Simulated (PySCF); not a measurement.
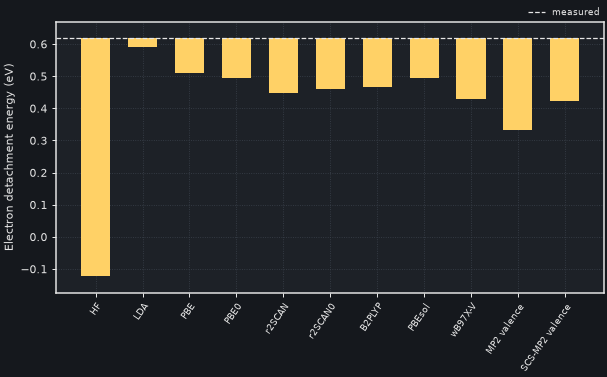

The electron detachment energy of Li⁻ ([He] 2s² → [He] 2s) across levels of theory. PySCF, dyall-av3z, spin-free X2C-1e, unrestricted single determinants, no spin-orbit coupling. Methods marked “valence” freeze 2 core electrons.

**Which methods come out highest, lowest and best?**

The values run from −0.123 eV (HF) to 0.590 eV (LDA). The measured value is 0.618 eV; nearest to it come LDA (−0.028) and PBE (−0.107), furthest HF (−0.741 eV).

| Method | Electron detachment energy (eV) |
| --- | --- |
| HF | −0.123 |
| LDA | 0.590 |
| PBE | 0.511 |
| PBE0 | 0.493 |
| r2SCAN | 0.448 |
| r2SCAN0 | 0.460 |
| B2PLYP | 0.465 |
| PBEsol | 0.493 |
| wB97X-V | 0.428 |
| MP2 valence | 0.332 |
| SCS-MP2 valence | 0.423 |

Caveat: highest occupied orbital is unbound.
